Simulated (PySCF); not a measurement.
# CH₄NOSi radical: electronic structure in real space

Aim: take CH₄NOSi radical and see where an electron leaves and enters and measure its response to a uniform field.

The runs use PySCF 2.14.0; levels as typed in each script, gas phase, geometry from GFN2-xTB.

## 1. Where the work starts

SMILES `O=CN[SiH2]`, 8 atoms, charge 0, spin multiplicity 2.

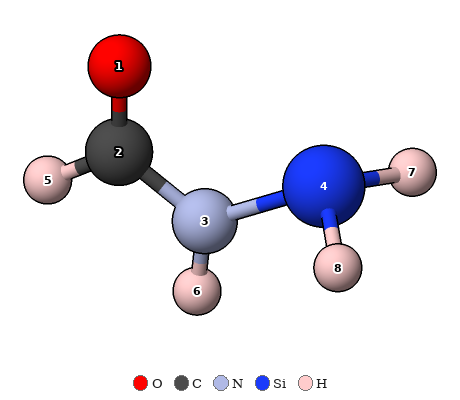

The structure; oxygen red, carbon dark grey, nitrogen light blue, silicon blue, hydrogen pink; atoms are numbered from 1 in the order of the file.

Coordinates:

```xyz
8
CH4NOSi
O    -1.53010    0.85148    0.00022
C    -1.29982   -0.33084   -0.00008
N    -0.05376   -0.83567   -0.00023
Si    1.31422    0.27203    0.00038
H    -2.10004   -1.09429   -0.00022
H     0.04355   -1.84118   -0.00030
H     2.03532    0.07692   -1.25005
H     2.03817    0.07295    1.24567
```

## 2. Removing and adding an electron (PBE0/6-31+g*)

File input.py:

```python
import numpy as np
from pyscf import gto, scf, dft
from pyscf.scf import atom_ks, atom_hf
from scipy.linalg import block_diag

def solve(mol, dm0=None, hcore=None):
    mf = (dft.UKS if mol.spin else dft.RKS)(mol, xc='pbe0')
    mf.grids.level = 3
    mf = mf.density_fit(auxbasis='def2-universal-jkfit')
    mf.conv_tol, mf.max_cycle = 1e-8, 80
    if hcore is not None:
        mf.get_hcore = lambda *args: hcore
    mf.kernel(dm0)
    if not mf.converged:
        mf = mf.newton().run(mf.mo_coeff, mf.mo_occ, max_cycle=30)
    assert mf.converged, 'SCF not converged'
    return mf

mol = gto.M(atom='''
O     -1.53010     0.85148     0.00022
C     -1.29982    -0.33084    -0.00008
N     -0.05376    -0.83567    -0.00023
Si     1.31422     0.27203     0.00038
H     -2.10004    -1.09429    -0.00022
H      0.04355    -1.84118    -0.00030
H      2.03532     0.07692    -1.25005
H      2.03817     0.07295     1.24567
''', basis='6-31+g*', charge=0, spin=1, verbose=4)
mf = solve(mol)
out = dict(e0=mf.e_tot, dm0=mf.make_rdm1(), c=mf.mo_coeff, occ=mf.mo_occ, eps=mf.mo_energy)
for name, dq, spin in [('cation', 1, 0), ('anion', -1, 0)]:
    ion = mol.copy().set(charge=mol.charge + dq, spin=spin).build()
    mi = solve(ion)
    if spin and dq > 0 and mol.nao < 130:
        c, _, stable, _ = mi.stability(return_status=True)
        if not stable:
            mi = solve(ion, mi.make_rdm1(c, mi.mo_occ))
    print(name, 'vertical energy change / eV', (mi.e_tot - mf.e_tot) * 27.211386)
    out.update({'e_' + name: mi.e_tot, 'dm_' + name: mi.make_rdm1(), 's2_' + name: mi.spin_square()[0], 'eps_' + name: mi.mo_energy, 'occ_' + name: mi.mo_occ})
# spherically averaged free atoms, for the promolecule
atm = atom_ks.get_atm_nrks(mol, xc='pbe0')
pro = block_diag(*[(atm[a[0]][2] * atm[a[0]][3]) @ atm[a[0]][2].T for a in mol._atom])
np.savez('result.npz', pro=pro, **out)
```

Launch:

```sh
$ OMP_NUM_THREADS=1 python input.py
```

Log:

```text
[ENV] PYSCF_TMPDIR <dir>
[ENV] PYSCF_MAX_MEMORY 1375
[INPUT] verbose = 4
[INPUT] num. atoms = 8
[INPUT] num. electrons = 39
[INPUT] charge = 0
[INPUT] spin (= nelec alpha-beta = 2S) = 1
[INPUT] symmetry False subgroup None
[INPUT] Mole.unit = angstrom
[INPUT] Symbol           X                Y                Z      unit          X                Y                Z       unit  Magmom
[INPUT]  1 O     -1.530100000000   0.851480000000   0.000220000000 AA   -2.891469943197   1.609064000545   0.000415739747 Bohr   0.0
[INPUT]  2 C     -1.299820000000  -0.330840000000  -0.000080000000 AA   -2.456303811232  -0.625196991051  -0.000151178090 Bohr   0.0
[INPUT]  3 N     -0.053760000000  -0.835670000000  -0.000230000000 AA   -0.101591676457  -1.579187430515  -0.000434637009 Bohr   0.0
[INPUT]  4 Si     1.314220000000   0.272030000000   0.000380000000 AA    2.483515867426   0.514062197665   0.000718095927 Bohr   0.0
[INPUT]  5 H     -2.100040000000  -1.094290000000  -0.000220000000 AA   -3.968500450632  -2.067908400850  -0.000415739747 Bohr   0.0
[INPUT]  6 H      0.043550000000  -1.841180000000  -0.000300000000 AA    0.082297572725  -3.479325946027  -0.000566917837 Bohr   0.0
[INPUT]  7 H      2.035320000000   0.076920000000  -1.250050000000 AA    3.846197375850   0.145357733502  -2.362252142013 Bohr   0.0
[INPUT]  8 H      2.038170000000   0.072950000000   1.245670000000 AA    3.851583095305   0.137855520787   2.353975141587 Bohr   0.0

nuclear repulsion = 153.68275128955
number of shells = 42
number of NR pGTOs = 164
number of NR cGTOs = 84
basis = 6-31+g*
ecp = {}

******** <class 'pyscf.df.df_jk.DFUKS'> ********
method = DFUKS
initial guess = minao
damping factor = 0
level_shift factor = 0
DIIS = <class 'pyscf.scf.diis.CDIIS'>
diis_start_cycle = 1
diis_space = 8
diis_damp = 0
SCF conv_tol = 1e-08
SCF conv_tol_grad = None
SCF max_cycles = 80
direct_scf = False
number electrons alpha = 20  beta = 19
XC library pyscf.dft.libxc version 7.0.0
    S. Lehtola, C. Steigemann, M. J.T. Oliveira, and M. A.L. Marques.,  SoftwareX 7, 1–5 (2018)
XC functionals = pbe0
    C. Adamo and V. Barone.,  J. Chem. Phys. 110, 6158 (1999)
    M. Ernzerhof and G. E. Scuseria.,  J. Chem. Phys. 110, 5029 (1999)
radial grids:
    Treutler-Ahlrichs [JCP 102, 346 (1995); DOI:10.1063/1.469408] (M4) radial grids

becke partition: Becke, JCP 88, 2547 (1988); DOI:10.1063/1.454033
pruning grids: <function nwchem_prune at 0xeb725579b600>
grids dens level: 3
symmetrized grids: False
atomic radii adjust function: <function treutler_atomic_radii_adjust at 0xeb72557d0540>
small_rho_cutoff = 0
Set gradient conv threshold to 0.0001
tot grids = 100520
******** <class 'pyscf.df.df.DF'> ********
auxbasis = def2-universal-jkfit
init E= -460.082523223975
[... the frontier-level lines of each cycle are left out ...]


cycle= 1 E= -459.495375845115  delta_E= 0.587  |g|= 0.537  |ddm|=    2
cycle= 2 E= -458.815305312096  delta_E= 0.68  |g|= 1.33  |ddm|= 2.82
cycle= 3 E= -459.611567109684  delta_E= -0.796  |g|= 0.138  |ddm|= 2.41
cycle= 4 E= -459.617338589815  delta_E= -0.00577  |g|= 0.0865  |ddm|= 0.185
cycle= 5 E= -459.620596145295  delta_E= -0.00326  |g|= 0.00634  |ddm|= 0.0783
cycle= 6 E= -459.620625493439  delta_E= -2.93e-05  |g|= 0.00382  |ddm|= 0.0199
cycle= 7 E= -459.620634533609  delta_E= -9.04e-06  |g|= 0.00079  |ddm|= 0.006
cycle= 8 E= -459.620635409703  delta_E= -8.76e-07  |g|= 0.000268  |ddm|= 0.00428
cycle= 9 E= -459.620635474208  delta_E= -6.45e-08  |g|= 8.21e-05  |ddm|= 0.000783
cycle= 10 E= -459.620635480732  delta_E= -6.52e-09  |g|= 2.22e-05  |ddm|= 0.00032
Extra cycle  E= -459.620635481303  delta_E= -5.71e-10  |g|= 1.32e-05  |ddm|= 7.17e-05
converged SCF energy = -459.620635481303  <S^2> = 0.7521676  2S+1 = 2.0021664

******** <class 'pyscf.df.df_jk.DFRKS'> ********
method = DFRKS
initial guess = minao
damping factor = 0
level_shift factor = 0
DIIS = <class 'pyscf.scf.diis.CDIIS'>
diis_start_cycle = 1
diis_space = 8
diis_damp = 0
SCF conv_tol = 1e-08
SCF conv_tol_grad = None
SCF max_cycles = 80
direct_scf = False
XC library pyscf.dft.libxc version 7.0.0
    S. Lehtola, C. Steigemann, M. J.T. Oliveira, and M. A.L. Marques.,  SoftwareX 7, 1–5 (2018)
XC functionals = pbe0
    C. Adamo and V. Barone.,  J. Chem. Phys. 110, 6158 (1999)
    M. Ernzerhof and G. E. Scuseria.,  J. Chem. Phys. 110, 5029 (1999)
radial grids:
    Treutler-Ahlrichs [JCP 102, 346 (1995); DOI:10.1063/1.469408] (M4) radial grids

becke partition: Becke, JCP 88, 2547 (1988); DOI:10.1063/1.454033
pruning grids: <function nwchem_prune at 0xeb725579b600>
grids dens level: 3
symmetrized grids: False
atomic radii adjust function: <function treutler_atomic_radii_adjust at 0xeb72557d0540>
small_rho_cutoff = 0
Set gradient conv threshold to 0.0001
Initial guess from minao.
tot grids = 100520
******** <class 'pyscf.df.df.DF'> ********
auxbasis = def2-universal-jkfit
init E= -460.082523223974
cycle= 1 E= -459.15112449732  delta_E= 0.931  |g|= 0.783  |ddm|= 2.76
cycle= 2 E= -457.263051639859  delta_E= 1.89  |g|= 2.38  |ddm|= 3.08
cycle= 3 E= -459.264065391876  delta_E=   -2  |g|= 0.381  |ddm|= 2.83
cycle= 4 E= -459.300094601116  delta_E= -0.036  |g|= 0.165  |ddm|= 0.504
cycle= 5 E= -459.306018272159  delta_E= -0.00592  |g|= 0.062  |ddm|= 0.276
...
Extra cycle  E= 78.8716925533117  delta_E= -7.1e-10  |g|=    0  |ddm|= 0.000154
Atomic HF for atom  O  converged. SCF energy = 78.8716925533117

******** <class 'pyscf.scf.atom_ks.AtomSphAverageRKS'> ********
method = AtomSphAverageRKS
initial guess = vsap
damping factor = 0
level_shift factor = 0
diis_start_cycle = 1
diis_space = 12
SCF conv_tol = 1e-09
SCF conv_tol_grad = None
SCF max_cycles = 50
direct_scf = True
direct_scf_tol = 1e-13
XC library pyscf.dft.libxc version 7.0.0
    S. Lehtola, C. Steigemann, M. J.T. Oliveira, and M. A.L. Marques.,  SoftwareX 7, 1–5 (2018)
XC functionals = pbe0
    C. Adamo and V. Barone.,  J. Chem. Phys. 110, 6158 (1999)
    M. Ernzerhof and G. E. Scuseria.,  J. Chem. Phys. 110, 5029 (1999)
radial grids:
    Treutler-Ahlrichs [JCP 102, 346 (1995); DOI:10.1063/1.469408] (M4) radial grids

becke partition: Becke, JCP 88, 2547 (1988); DOI:10.1063/1.454033
pruning grids: <function nwchem_prune at 0xeb725579b600>
grids dens level: 3
symmetrized grids: False
atomic radii adjust function: <function treutler_atomic_radii_adjust at 0xeb72557d0540>
User specified grid scheme (100, 434)
small_rho_cutoff = 0
Set gradient conv threshold to 3.16228e-05
tot grids = 24752
init E= 116.092889661665
cycle= 1 E= 116.041461472603  delta_E= -0.0514  |g|=    0  |ddm|= 0.661
cycle= 2 E= 116.027058394223  delta_E= -0.0144  |g|=    0  |ddm|= 0.451
cycle= 3 E= 116.011711696001  delta_E= -0.0153  |g|=    0  |ddm|= 0.222
cycle= 4 E= 116.011328455686  delta_E= -0.000383  |g|=    0  |ddm|= 0.0678
cycle= 5 E= 116.011009070231  delta_E= -0.000319  |g|=    0  |ddm|= 0.0336
cycle= 6 E= 116.01099907009  delta_E= -1e-05  |g|=    0  |ddm|= 0.0108
cycle= 7 E= 116.010990978984  delta_E= -8.09e-06  |g|=    0  |ddm|= 0.00538
cycle= 8 E= 116.010990720022  delta_E= -2.59e-07  |g|=    0  |ddm|= 0.00173
cycle= 9 E= 116.010990511483  delta_E= -2.09e-07  |g|=    0  |ddm|= 0.000864
cycle= 10 E= 116.010990504785  delta_E= -6.7e-09  |g|=    0  |ddm|= 0.000278
cycle= 11 E= 116.010990499394  delta_E= -5.39e-09  |g|=    0  |ddm|= 0.000139
cycle= 12 E= 116.010990499142  delta_E= -2.53e-10  |g|=    0  |ddm|= 1.44e-05
Extra cycle  E= 116.010990499105  delta_E= -3.67e-11  |g|=    0  |ddm|= 2.06e-05
Atomic HF for atom  C  converged. SCF energy = 116.010990499105

******** <class 'pyscf.scf.atom_ks.AtomSphAverageRKS'> ********
method = AtomSphAverageRKS
initial guess = vsap
damping factor = 0
level_shift factor = 0
diis_start_cycle = 1
diis_space = 12
SCF conv_tol = 1e-09
SCF conv_tol_grad = None
SCF max_cycles = 50
direct_scf = True
direct_scf_tol = 1e-13
XC library pyscf.dft.libxc version 7.0.0
    S. Lehtola, C. Steigemann, M. J.T. Oliveira, and M. A.L. Marques.,  SoftwareX 7, 1–5 (2018)
XC functionals = pbe0
    C. Adamo and V. Barone.,  J. Chem. Phys. 110, 6158 (1999)
    M. Ernzerhof and G. E. Scuseria.,  J. Chem. Phys. 110, 5029 (1999)
radial grids:
    Treutler-Ahlrichs [JCP 102, 346 (1995); DOI:10.1063/1.469408] (M4) radial grids

becke partition: Becke, JCP 88, 2547 (1988); DOI:10.1063/1.454033
pruning grids: <function nwchem_prune at 0xeb725579b600>
grids dens level: 3
symmetrized grids: False
atomic radii adjust function: <function treutler_atomic_radii_adjust at 0xeb72557d0540>
User specified grid scheme (100, 434)
small_rho_cutoff = 0
Set gradient conv threshold to 3.16228e-05
tot grids = 24536
init E= 99.3974328001749
cycle= 1 E= 99.3882696982532  delta_E= -0.00916  |g|=    0  |ddm|= 0.347
cycle= 2 E= 99.3848730014506  delta_E= -0.0034  |g|=    0  |ddm|= 0.26
cycle= 3 E= 99.3769528218634  delta_E= -0.00792  |g|=    0  |ddm|= 0.13
cycle= 4 E= 99.3769210699134  delta_E= -3.18e-05  |g|=    0  |ddm|= 0.0232
cycle= 5 E= 99.3768609804909  delta_E= -6.01e-05  |g|=    0  |ddm|= 0.0116
cycle= 6 E= 99.3768606883517  delta_E= -2.92e-07  |g|=    0  |ddm|= 0.00221
cycle= 7 E= 99.3768601443529  delta_E= -5.44e-07  |g|=    0  |ddm|= 0.0011
cycle= 8 E= 99.3768601416702  delta_E= -2.68e-09  |g|=    0  |ddm|= 0.000211
cycle= 9 E= 99.3768601366488  delta_E= -5.02e-09  |g|=    0  |ddm|= 8.62e-05
cycle= 10 E= 99.3768601366668  delta_E= 1.8e-11  |g|=    0  |ddm|= 1.81e-05
Extra cycle  E= 99.3768601366475  delta_E= -1.93e-11  |g|=    0  |ddm|= 1.8e-05
Atomic HF for atom  N  converged. SCF energy = 99.3768601366475

******** <class 'pyscf.scf.atom_ks.AtomSphAverageRKS'> ********
method = AtomSphAverageRKS
initial guess = vsap
damping factor = 0
level_shift factor = 0
diis_start_cycle = 1
diis_space = 12
SCF conv_tol = 1e-09
SCF conv_tol_grad = None
SCF max_cycles = 50
direct_scf = True
direct_scf_tol = 1e-13
XC library pyscf.dft.libxc version 7.0.0
    S. Lehtola, C. Steigemann, M. J.T. Oliveira, and M. A.L. Marques.,  SoftwareX 7, 1–5 (2018)
XC functionals = pbe0
    C. Adamo and V. Barone.,  J. Chem. Phys. 110, 6158 (1999)
    M. Ernzerhof and G. E. Scuseria.,  J. Chem. Phys. 110, 5029 (1999)
radial grids:
    Treutler-Ahlrichs [JCP 102, 346 (1995); DOI:10.1063/1.469408] (M4) radial grids

becke partition: Becke, JCP 88, 2547 (1988); DOI:10.1063/1.454033
pruning grids: <function nwchem_prune at 0xeb725579b600>
grids dens level: 3
symmetrized grids: False
atomic radii adjust function: <function treutler_atomic_radii_adjust at 0xeb72557d0540>
User specified grid scheme (100, 434)
small_rho_cutoff = 0
Set gradient conv threshold to 3.16228e-05
tot grids = 24008
init E= -135.459710870962
cycle= 1 E= -135.467102404205  delta_E= -0.00739  |g|=    0  |ddm|= 0.322
cycle= 2 E= -135.468028972906  delta_E= -0.000927  |g|=    0  |ddm|= 0.17
cycle= 3 E= -135.468212123746  delta_E= -0.000183  |g|=    0  |ddm|= 0.0636
cycle= 4 E= -135.468248201873  delta_E= -3.61e-05  |g|=    0  |ddm|= 0.0297
cycle= 5 E= -135.468255369252  delta_E= -7.17e-06  |g|=    0  |ddm|= 0.013
cycle= 6 E= -135.468256788068  delta_E= -1.42e-06  |g|=    0  |ddm|= 0.00583
cycle= 7 E= -135.468257069371  delta_E= -2.81e-07  |g|=    0  |ddm|= 0.00259
cycle= 8 E= -135.468257125105  delta_E= -5.57e-08  |g|=    0  |ddm|= 0.00115
cycle= 9 E= -135.46825713615  delta_E= -1.1e-08  |g|=    0  |ddm|= 0.000513
cycle= 10 E= -135.46825713834  delta_E= -2.19e-09  |g|=    0  |ddm|= 0.000228
cycle= 11 E= -135.46825713886  delta_E= -5.2e-10  |g|=    0  |ddm|= 5.67e-05
Extra cycle  E= -135.468257138876  delta_E= -1.63e-11  |g|=    0  |ddm|= 1.97e-05
Atomic HF for atom  Si  converged. SCF energy = -135.468257138876

******** <class 'pyscf.scf.atom_ks.AtomSphAverageRKS'> ********
method = AtomSphAverageRKS
initial guess = vsap
damping factor = 0
level_shift factor = 0
diis_start_cycle = 1
diis_space = 12
SCF conv_tol = 1e-09
SCF conv_tol_grad = None
SCF max_cycles = 50
direct_scf = True
direct_scf_tol = 1e-13
XC library pyscf.dft.libxc version 7.0.0
    S. Lehtola, C. Steigemann, M. J.T. Oliveira, and M. A.L. Marques.,  SoftwareX 7, 1–5 (2018)
XC functionals = pbe0
    C. Adamo and V. Barone.,  J. Chem. Phys. 110, 6158 (1999)
    M. Ernzerhof and G. E. Scuseria.,  J. Chem. Phys. 110, 5029 (1999)
radial grids:
    Treutler-Ahlrichs [JCP 102, 346 (1995); DOI:10.1063/1.469408] (M4) radial grids

becke partition: Becke, JCP 88, 2547 (1988); DOI:10.1063/1.454033
pruning grids: <function nwchem_prune at 0xeb725579b600>
grids dens level: 3
symmetrized grids: False
atomic radii adjust function: <function treutler_atomic_radii_adjust at 0xeb72557d0540>
User specified grid scheme (100, 434)
small_rho_cutoff = 0
Set gradient conv threshold to 3.16228e-05
tot grids = 26240
init E= 153.255501301805
cycle= 1 E= 153.251132554077  delta_E= -0.00437  |g|=    0  |ddm|= 0.135
cycle= 2 E= 153.251131505703  delta_E= -1.05e-06  |g|=    0  |ddm|= 0.00206
cycle= 3 E= 153.25113150481  delta_E= -8.94e-10  |g|=    0  |ddm|= 6.02e-05
Extra cycle  E= 153.251131504809  delta_E= -7.39e-13  |g|=    0  |ddm|= 1.74e-06
Atomic HF for atom  H  converged. SCF energy = 153.251131504809
```

It took 26 s on 1 thread of Arm Neoverse V1, shared host; peak memory 0.4 GiB.

The free atoms at the end serve only for the promolecule density; their printed energies are not used.

## 3. Post-processing

```tsv
atom	f⁻	f⁺	charge
O1	+0.10	+0.04	−0.29
C2	+0.06	+0.05	+0.13
N3	+0.03	+0.02	−0.21
Si4	+0.52	+0.65	+0.31
H5	+0.06	+0.04	+0.05
H6	+0.04	+0.04	+0.14
H7	+0.10	+0.08	−0.07
H8	+0.10	+0.08	−0.07
```

(Part 1 of 2 ends here.)
